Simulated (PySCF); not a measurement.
# Two runs on C4H6F2S2

System: C4H6F2S2.
Method of run A: GIAO X3LYP/6-31G* NMR shielding, non-relativistic, gas phase (PySCF 2.14.0).

The geometry comes from this level: GFN2-xTB. Text and figures count atoms from 1; the logs count them from 0 in places.

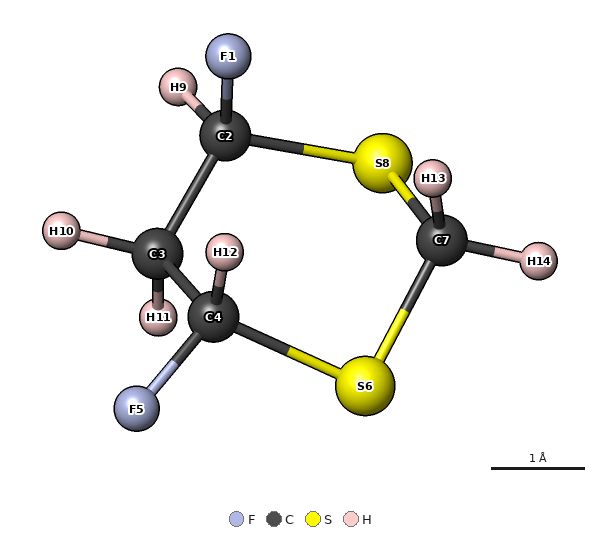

Figure 1. The structure as given in the input (ball-and-stick view, seen at a tilt; atoms are numbered from 1 in the order of the input). Bond lengths as drawn: C–C 1.52 Å, C–F 1.36 to 1.37 Å, C–H 1.09 to 1.10 Å and C–S 1.81 to 1.84 Å.

## Input, run A
```
{"job": {"kind": "nmr", "xc": "X3LYP", "basis": "6-31G*", "pop": true}, "charge": 0, "multiplicity": 1}
F      0.388645    -1.757331    -0.866066
C     -0.107106    -1.349927     0.347042
C     -1.216515    -0.330369     0.133873
C     -0.764960     0.862838    -0.699409
F     -1.848995     1.609932    -1.041722
S      0.402829     1.945357     0.224177
C      1.715703     0.703827     0.357130
S      1.256450    -0.720789     1.385144
H     -0.478640    -2.243396     0.858969
H     -2.040420    -0.813019    -0.400255
H     -1.580253     0.013561     1.103774
H     -0.279438     0.549339    -1.632779
H      1.990349     0.347483    -0.634517
H      2.561672     1.182023     0.842473
```

The first line tells a small driver script what to run in PySCF; the rest is the geometry in Å.

Command:
```bash
OMP_NUM_THREADS=1 python <driver script> task.json out
```

Hardware: 1 CPU thread, shared host.

## Output (run A)
```
coarse grid: 13488 points
cycle   1  E = -1151.8090849058  dE =  1.065e+00  |g| = 7.231e-01  |ddm| = 3.748e+00
cycle   2  E = -1151.7043798917  dE =  1.047e-01  |g| = 1.096e+00  |ddm| = 1.391e+00
cycle   3  E = -1151.9025126541  dE = -1.981e-01  |g| = 8.414e-02  |ddm| = 8.473e-01
cycle   4  E = -1151.9040884519  dE = -1.576e-03  |g| = 3.120e-02  |ddm| = 1.241e-01
cycle   5  E = -1151.9043250146  dE = -2.366e-04  |g| = 6.431e-03  |ddm| = 4.107e-02
cycle   6  E = -1151.9043356578  dE = -1.064e-05  |g| = 1.909e-03  |ddm| = 1.220e-02
cycle   7  E = -1151.9043366571  dE = -9.993e-07  |g| = 5.107e-04  |ddm| = 3.093e-03
final grid: 123768 points
cycle   8  E = -1151.8368872152  dE = -2.167e-05  |g| = 8.032e-03  |ddm| = 1.995e-02
cycle   9  E = -1151.8368704596  dE =  1.676e-05  |g| = 1.250e-02  |ddm| = 1.575e-02
cycle  10  E = -1151.8369000196  dE = -2.956e-05  |g| = 5.335e-04  |ddm| = 9.858e-03
cycle  11  E = -1151.8369000885  dE = -6.885e-08  |g| = 1.526e-04  |ddm| = 8.727e-04
cycle  12  E = -1151.8369000931  dE = -4.604e-09  |g| = 5.877e-05  |ddm| = 2.021e-04
cycle  13  E = -1151.8369000937  dE = -6.748e-10  |g| = 1.360e-05  |ddm| = 6.313e-05
converged SCF energy = -1151.8369000937

GIAO shielding tensors (ppm)
atom      isotropic    diamagn.    paramagn.     s11        s22        s33       span
  0 F      372.115     475.013    -102.898    288.277    405.739    422.329    134.052
  1 C       95.979     242.101    -146.122     57.122     93.054    137.762     80.640
  2 C      148.612     248.090     -99.479    135.834    149.512    160.489     24.655
  3 C       99.947     245.171    -145.224     64.470     89.666    145.705     81.235
  4 F      373.133     468.046     -94.913    308.609    381.852    428.937    120.328
  5 S      427.910    1055.019    -627.109    269.903    454.812    559.016    289.113
  6 C      155.051     251.865     -96.815    123.576    163.377    178.199     54.622
  7 S      433.343    1054.928    -621.585    258.215    484.928    556.887    298.672
  8 H       26.338      27.665      -1.327     23.635     24.876     30.503      6.868
  9 H       29.663      29.373       0.289     26.371     28.430     34.187      7.816
 10 H       30.122      29.505       0.618     27.455     29.057     33.854      6.399
 11 H       26.215      30.117      -3.902     23.854     27.052     27.739      3.885
 12 H       28.000      30.558      -2.558     22.528     28.041     33.430     10.902
 13 H       29.220      28.905       0.316     23.015     27.708     36.938     13.923
```

For run B the input was changed thus:
```diff
-"xc": "X3LYP"
-"basis": "6-31G*"
+"xc": "WP04"
+"basis": "ANO-RCC-VDZP"
```

Predict how the results change.

The total energies belong to different models, so their difference says nothing on which is more stable or more accurate. The HOMO goes from −6.36 to −7.82 eV. The LUMO goes from 0.11 to −2.16 eV. The dipole moment goes from 1.26 to 1.33 D. Of all shieldings, the largest change is that of S8, by −27.3 ppm. The functional changes from X3LYP to WP04. The SCF takes 14 iterations against 13. The basis functions go from 132 to 150.

## Output (run B)
```
coarse grid: 13488 points
cycle   1  E = -1166.5065082880  dE =  1.006e+00  |g| = 9.504e-01  |ddm| = 5.287e+00
cycle   2  E = -1166.2171822408  dE =  2.893e-01  |g| = 1.639e+00  |ddm| = 1.799e+00
cycle   3  E = -1166.6729879200  dE = -4.558e-01  |g| = 1.464e-01  |ddm| = 1.145e+00
cycle   4  E = -1166.6780143080  dE = -5.026e-03  |g| = 5.022e-02  |ddm| = 1.983e-01
cycle   5  E = -1166.6785917410  dE = -5.774e-04  |g| = 1.380e-02  |ddm| = 5.903e-02
cycle   6  E = -1166.6786415250  dE = -4.978e-05  |g| = 4.520e-03  |ddm| = 2.207e-02
cycle   7  E = -1166.6786469499  dE = -5.425e-06  |g| = 1.123e-03  |ddm| = 5.747e-03
final grid: 123768 points
cycle   8  E = -1166.6818115668  dE = -6.179e-05  |g| = 8.755e-03  |ddm| = 4.841e-02
cycle   9  E = -1166.6817842431  dE =  2.732e-05  |g| = 1.448e-02  |ddm| = 1.798e-02
cycle  10  E = -1166.6818283498  dE = -4.411e-05  |g| = 1.122e-03  |ddm| = 1.177e-02
cycle  11  E = -1166.6818286327  dE = -2.829e-07  |g| = 3.085e-04  |ddm| = 1.290e-03
cycle  12  E = -1166.6818286514  dE = -1.866e-08  |g| = 1.088e-04  |ddm| = 3.330e-04
cycle  13  E = -1166.6818286537  dE = -2.260e-09  |g| = 3.096e-05  |ddm| = 1.034e-04
cycle  14  E = -1166.6818286538  dE = -1.583e-10  |g| = 1.052e-05  |ddm| = 3.126e-05
converged SCF energy = -1166.6818286538

GIAO shielding tensors (ppm)
atom      isotropic    diamagn.    paramagn.     s11        s22        s33       span
  0 F      367.047     477.077    -110.030    292.978    396.218    411.946    118.969
  1 C       72.416     239.531    -167.115     27.041     72.734    117.475     90.434
  2 C      135.632     244.350    -108.717    123.175    136.877    146.846     23.670
  3 C       78.575     241.931    -163.357     37.845     69.349    128.530     90.685
  4 F      372.808     468.328     -95.520    309.407    384.587    424.430    115.022
  5 S      408.985    1067.400    -658.414    234.107    426.695    566.154    332.047
  6 C      133.381     239.909    -106.528     96.024    142.740    161.378     65.355
  7 S      406.028    1067.656    -661.628    214.975    476.088    527.021    312.047
  8 H       26.038      28.933      -2.895     23.561     24.841     29.711      6.150
  9 H       29.197      29.732      -0.534     25.840     28.095     33.658      7.818
 10 H       29.543      31.388      -1.845     27.200     28.067     33.363      6.163
 11 H       25.900      32.636      -6.736     23.556     26.663     27.482      3.926
 12 H       27.257      31.602      -4.344     21.614     27.594     32.565     10.951
 13 H       28.611      28.487       0.124     22.668     27.428     35.738     13.071
```

## The two runs side by side

```csv
quantity,run A,run B
outcome,converged,converged
total energy (hartree),−1151.836900,−1166.681829
HOMO (eV),−6.36,−7.82
LUMO (eV),0.11,−2.16
dipole moment (D),1.26,1.33
shielding of F1 (ppm),372.1,367.0
shielding of C2 (ppm),96.0,72.4
shielding of C3 (ppm),148.6,135.6
shielding of C4 (ppm),99.9,78.6
shielding of S6 (ppm),427.9,409.0
shielding of C7 (ppm),155.1,133.4
shielding of S8 (ppm),433.3,406.0
SCF iterations,13,14
basis functions,132,150
wall time (shared host),31 s,70 s
```
